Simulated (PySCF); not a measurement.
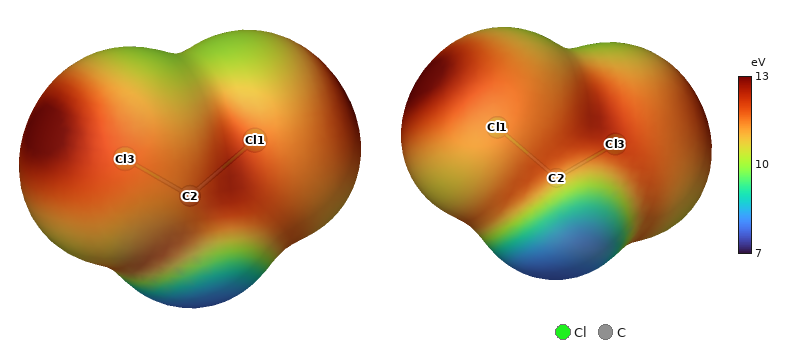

Figure. CCl2, SMILES `Cl[C]Cl`. Average local ionisation energy on the surface of electron density 0.001 a.u. (back view left, front view right).

PySCF calculation, B3LYP/6-311+G**, gas phase; geometry: GFN2-xTB. No frequency check shows the geometry to be a minimum. GFN2-xTB bond lengths at metals and heavier atoms can be off by up to 0.1 Å and shapes distorted, which carries into these values.

Coordinates in Å:

```
Cl1      1.3937   -0.1386    0.0000
C2       0.0001    0.7855    0.0000
Cl3     -1.3938   -0.1386    0.0000
```

### Locate the minima of the map.

The lowest value is 7.8 eV, 2.2 Å from C2. Further minima include 10.0 eV, 2.2 Å from Cl1; 10.6 eV, 2.1 Å from Cl3, and at like points elsewhere. For comparison, the highest occupied orbital lies at −7.0 eV.

### What volume does the surface enclose, and what is the dipole moment?

About 80 Å³; the dipole moment is 1.5 D.

Run time: 4.2 s on 1 thread of AMD EPYC 7R13 Processor (Zen 3) (shared host), peak memory 0.3 GiB.
